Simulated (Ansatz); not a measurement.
```xyz
26

C     1.4412    2.3070    0.6609
C     0.6565    1.1632    1.2881
P    -0.0650    0.0356    0.0563
C    -1.3130    0.9807   -0.8704
C    -1.9956    0.1611   -1.9566
C    -0.9482   -1.2650    0.9717
C    -0.0209   -2.1521    1.7905
In    1.7357   -0.9518   -1.5008
Cl    1.8100    0.6104   -3.2548
Cl    0.8393   -3.0515   -2.0580
Cl    3.6342   -1.0025   -0.1164
H     0.8092    2.9479    0.0438
H     1.8806    2.9291    1.4425
H     2.2568    1.9331    0.0387
H     1.3184    0.5517    1.9074
H    -0.1503    1.5311    1.9312
H    -0.7826    1.8257   -1.3180
H    -2.0366    1.3869   -0.1554
H    -1.2710   -0.2204   -2.6788
H    -2.5449   -0.6877   -1.5457
H    -2.7075    0.7840   -2.5006
H    -1.7086   -0.7871    1.5989
H    -1.4701   -1.8636    0.2201
H    -0.5977   -2.9324    2.2898
H     0.7193   -2.6434    1.1557
H     0.5109   -1.5898    2.5599
```

Geometry: PBE0-D4/def2-TZVP; core potentials replace the inner electrons of In.

Theory: RKS PBE0-D4/def2-TZVPP in Ansatz.

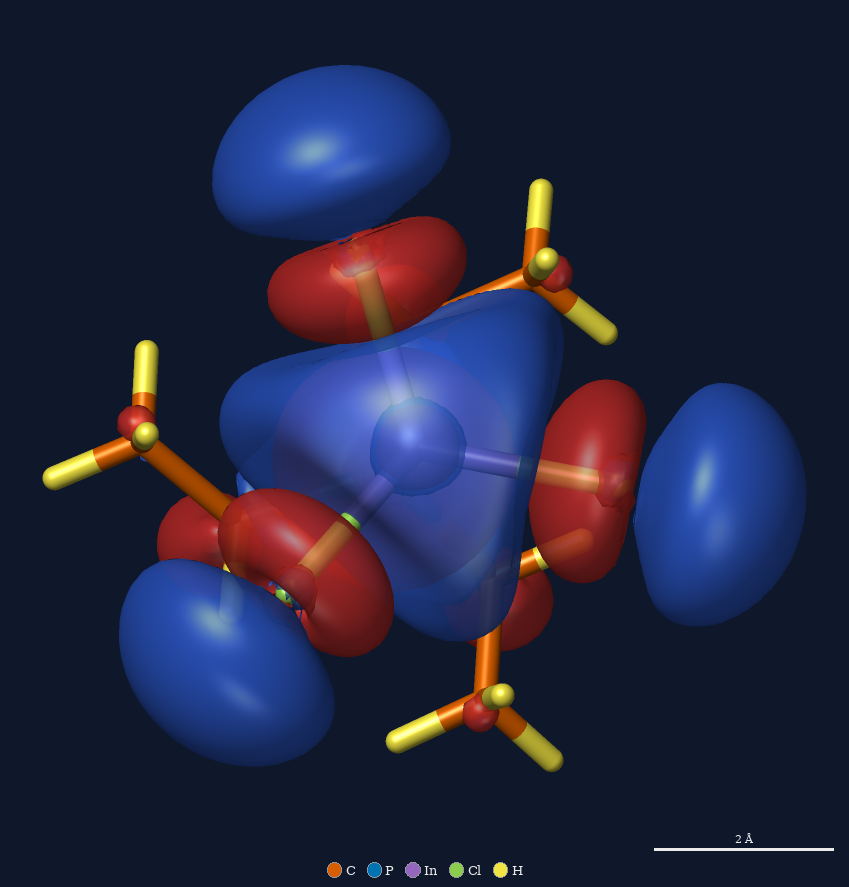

C6H15Cl3InP (SMILES CC[P+](CC)(CC)[In-]([Cl])([Cl])[Cl]). One frontier orbital at ±0.04 Å⁻³ᐟ² (red and blue are the two phases), seen across its widest extent.

### Which orbital is it: HOMO or LUMO?

The LUMO, at −1.03 eV. By Hirshfeld shares it lies mainly on In8 (about 40 %), Cl11 (about 15 %), Cl10 (about 15 %), Cl9 (about 15 %) and P3 (about 10 %).
